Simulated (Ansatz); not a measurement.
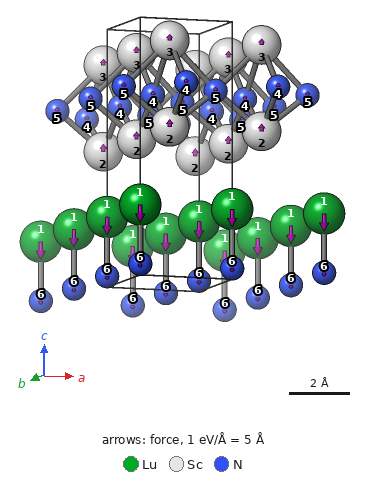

Starting geometry of a crystal of LuSc$_{2}$N$_{3}$ (a generated structure, set up in P4mm) with the computed forces as purple arrows. A ball-and-stick model of the cell of the calculation, repeated 2 × 3 × 1 with one cell outlined, seen from a free direction.

Computed with DFT PBE, scalar-relativistic, plane waves, PAW in Ansatz. (plane-wave cutoff 420 eV; k-point mesh 12 × 12 × 6; occupations gaussian; smearing width 0.1 eV; no spin polarisation; cell and atoms relaxed; force threshold 0.01 eV/Å; at most 80 steps)

Question: What follows when this structure is relaxed?

Answer: It isn't relaxed: the largest force vector, on Lu1, is 0.12 eV/Å. The atoms end up moving mostly along the starting forces (cosine between the two patterns 0.96). After 6 accepted moves (9 points after the start) the energy has fallen by 1.1 meV per atom. The largest force component goes from 0.12 to 0.0016 eV/Å. Pressure: −0.04 GPa at the start and 0.01 GPa at the end. The line search rejected the trial step at point 1 of the run. The SCF was repeated twice at an unchanged geometry on a basis and grid sized afresh for the cell, which shifted the energy by 0.2 meV per atom at most. The largest move relative to the cell is that of Lu1, 0.043 Å along −c. By element the largest moves are Lu 0.043 Å, Sc 0.024 Å, N 0.021 Å. The volume changes by +0.3 %, with a = b 3.261 → 3.246 Å (−0.5 %), c 8.676 → 8.786 Å (+1.3 %). Among the contacts that change: Sc2–Sc3 2.910 → 2.930 Å, Sc3–N6 2.464 → 2.447 Å, Lu1–Lu1 3.261 → 3.246 Å, Sc2–Sc2 3.261 → 3.246 Å. The space group stays P4mm (No. 99).
